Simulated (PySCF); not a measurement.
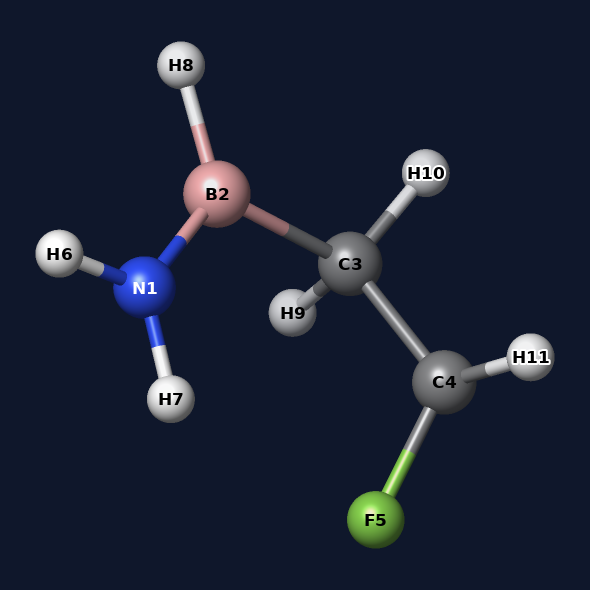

The species is neutral and a spin doublet. Computed geometry: GFN2-xTB optimisation. No frequency run is at hand to confirm it as a minimum. Level of theory: UKS B3LYP, pcH-1 on B C F H N, non-relativistic (PySCF 2.14.0). Fermi-contact and spin-dipolar terms alone, no spin-orbit part.

### Which nucleus has the largest dipolar (anisotropic) hyperfine coupling?

19F at F5: principal values −239.0, −201.9, 440.9 MHz.

List the isotropic and dipolar parts for the most strongly coupled nuclei, one of each equivalent set.

| atom | isotope | a_iso (MHz) | dipolar part (MHz) |
| --- | --- | --- | --- |
| F5 | 19F | 163.9 | −239.0, −201.9, 440.9 |
| C4 | 13C | 203.8 | −83.1, −80.3, 163.4 |
| H11 | 1H | −32.8 | −36.5, −2.6, 39.2 |
| B2 | 11B | 72.1 | −5.7, −4.9, 10.6 |
| H9 | 1H | 60.1 | −5.4, −5.1, 10.5 |
| H10 | 1H | 18.5 | −5.6, −4.9, 10.5 |
| C3 | 13C | −24.9 | −5.2, −3.2, 8.4 |
| H7 | 1H | 1.3 | −3.6, −2.2, 5.8 |

The geometry is semi-empirical. Around B such bond lengths and angles can be off by a tenth of an ångström or more and by several degrees, and values that hang on the shape move with them.
